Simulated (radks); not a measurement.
# Cs²⁺: atomic calculation

- system: the caesium ion Cs²⁺ in the configuration [Kr] 4d10 5s2 5p4 6p1 (open shells shared over both j by 2j + 1).
- method: Dirac Kohn-Sham, PBE, spin-unpolarised, spherical densities, point nucleus (the in-house radial solver radks)

**Output**
```
1s1/2   1   2.0000       -1315.46551102
2s1/2   1   2.0000        -206.99476677
2p1/2   1   2.0000        -194.77724479
2p3/2   1   4.0000        -181.83098559
3s1/2   1   2.0000         -43.71510425
3p1/2   1   2.0000         -38.61366607
3p3/2   1   4.0000         -36.13245562
3d3/2   1   4.0000         -27.17317893
3d5/2   1   6.0000         -26.64643119
4s1/2   1   2.0000          -8.93816526
4p1/2   1   2.0000          -7.10703215
4p3/2   1   4.0000          -6.60031739
4d3/2   1   4.0000          -3.62203944
4d5/2   1   6.0000          -3.53767581
5s1/2   1   2.0000          -1.74947223
5p1/2   1   1.3333          -1.27208992
5p3/2   1   2.6667          -1.20011273
6p1/2   1   0.3333          -0.40823307
6p3/2   1   0.6667          -0.39559572
Etot -7788.486513368292
Ekin 8294.748231670066
Encl -18895.91842953393
Eh 3004.5769650144616
Exc -191.89328051889058
err 2.177073632707989e-09
it 14
```

**Orbitals**

```csv
orbital,occupation,energy (eV),⟨r⟩ (bohr),outer maximum (bohr)
1s,2,−35795.6,0.02611,0.0168
2s,2,−5632.6,0.1117,0.0950
2p1/2,2,−5300.2,0.09403,0.0727
2p3/2,4,−4947.9,0.09992,0.0777
3s,2,−1189.5,0.2987,0.273
3p1/2,2,−1050.7,0.2887,0.259
3p3/2,4,−983.214,0.3005,0.270
3d3/2,4,−739.420,0.2713,0.219
3d5/2,6,−725.086,0.2751,0.222
4s,2,−243.220,0.6944,0.643
4p1/2,2,−193.392,0.7202,0.657
4p3/2,4,−179.604,0.7475,0.681
4d3/2,4,−98.561,0.8282,0.716
4d5/2,6,−96.265,0.8384,0.724
5s,2,−47.606,1.677,1.52
5p1/2,1.333,−34.615,1.881,1.68
5p3/2,2.667,−32.657,1.953,1.74
6p1/2,0.333,−11.109,4.538,4.26
6p3/2,0.667,−10.765,4.662,4.38
```

**Slater integrals of the outer shells (hartree)**

```
       integral   value
F0(6p3/2,6p3/2)  0.1926
F2(6p3/2,6p3/2)  0.1068
F0(6p3/2,6p1/2)  0.1952
F2(6p3/2,6p1/2)  0.1080
G0(6p3/2,6p1/2)  0.1942
G2(6p3/2,6p1/2)  0.1077
F0(6p3/2,5p3/2)  0.2391
F2(6p3/2,5p3/2)  0.0664
```

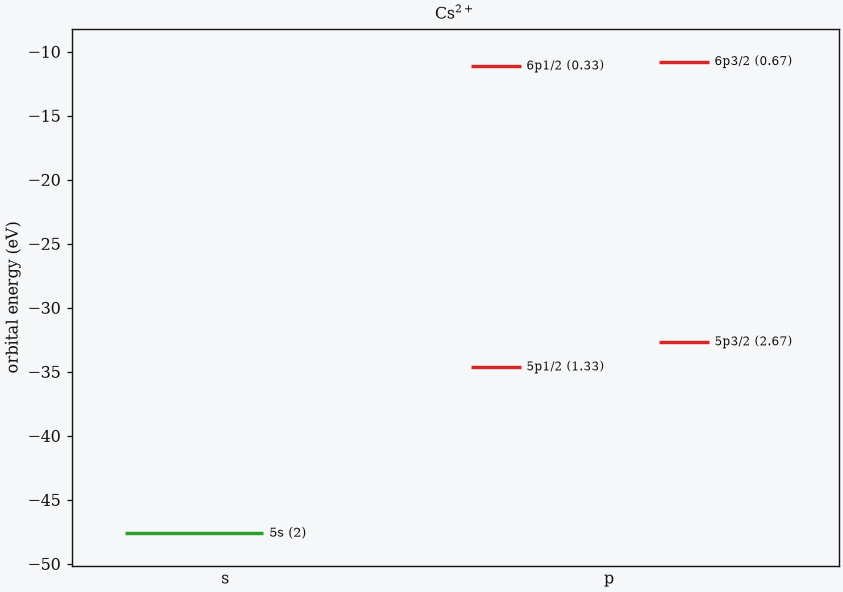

*The outer levels are drawn by angular momentum (occupations in brackets, the lower j at the left of each column).*

The highest occupied level is 6p3/2 at −10.8 eV. The highest 4 occupied levels, from the top down, are 6p3/2 (−10.8 eV), 6p1/2 (−11.1 eV), 5p3/2 (−32.7 eV), 5p1/2 (−34.6 eV). Spin-orbit splittings: 6p 0.344 eV, 5p 1.96 eV.

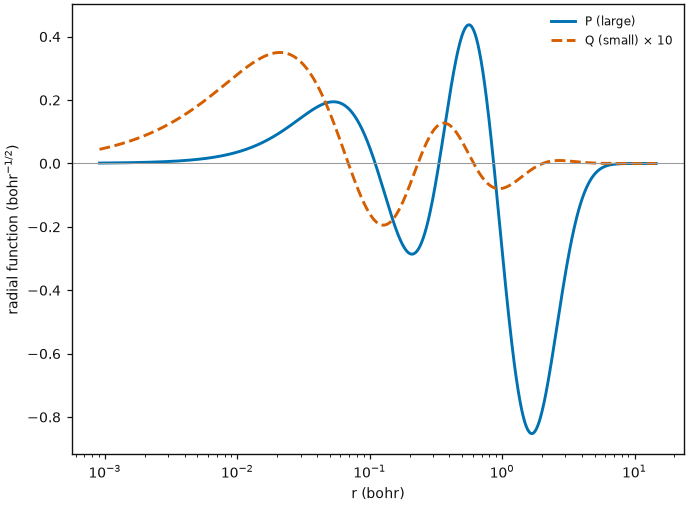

*The large and small radial components of one occupied spinor.*

It is 5p1/2. The spinor has κ = 1: the large component has l = 1 and 3 radial nodes (r = 0.110, 0.333 and 0.863 bohr), the small one has l = 0. The small component carries 0.013 % of the norm; ⟨r⟩ = 1.88 bohr and the eigenvalue is −34.6 eV. The nodes of P give n − l − 1 and its extent picks the shell; Q has as many nodes as P for κ < 0 and one more for κ > 0.

**Input**
```
Z 55
configuration [Kr] 4d10 5s2 5p4 6p1
relativity Dirac
functional pbe,pbe
spin unpolarised
j_filling average
nucleus point
c 137.035999084
```

Energies in input and log are in hartree, lengths in bohr.

**Results in brief**

| quantity | value |
| --- | --- |
| outcome | converged |
| total energy | −7788.4865 hartree |
| kinetic energy | 8294.7482 hartree |
| electron–nucleus energy | −18895.9184 hartree |
| Hartree energy | 3004.5770 hartree |
| exchange–correlation energy | −191.893281 hartree |
| radius at density 0.001 e/bohr³ | 4.85 bohr |
| SCF iterations | 14 |
| hardware | 1 CPU thread, shared host |

**Notes**

This is an excited configuration.
